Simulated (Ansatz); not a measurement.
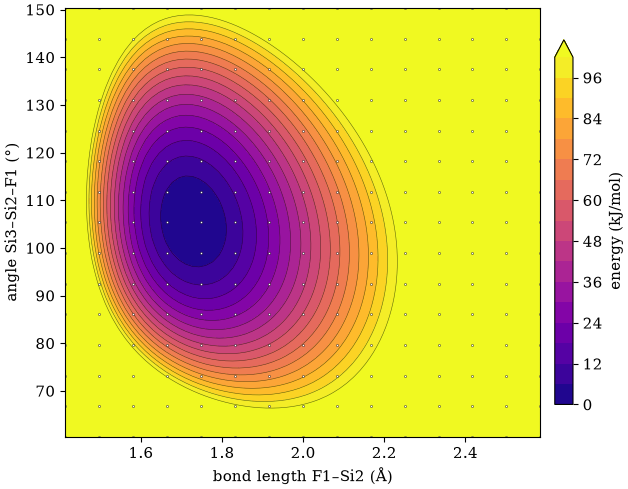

F2HSi2, SMILES F[Si-]=[SiH]F, charge −1. The first coordinate is: bond length F1–Si2; the second: angle Si3–Si2–F1. Nothing is relaxed (all other coordinates rigid). Grid: 15 × 15 points. Points are written as (first, second). All energies are given in kJ/mol relative to the relaxed molecule at the same level. The reference is spin-restricted, which grows unreliable where a bond is stretched far. Computed with Ansatz, RKS CAM-B3LYP-D4/def2-SVPD.

Drawn: filled contours, dots at the grid points, one colour for all values above the top of the scale. Between grid points the surface is interpolated.

> Estimate the position of the minimum and the force constants in these coordinates.

The interpolated minimum is at bond length F1–Si2 ≈ 1.723 Å, angle Si3–Si2–F1 ≈ 105.4°. The curvatures there are about 20 eV/Å² and 4.6 eV/rad², with a cross term of about 1.4 eV/(Å·rad). Round the minimum the two coordinates are weakly coupled (coupling 0.15 in units of the two stiffnesses). (1 eV is 96.5 kJ/mol.)
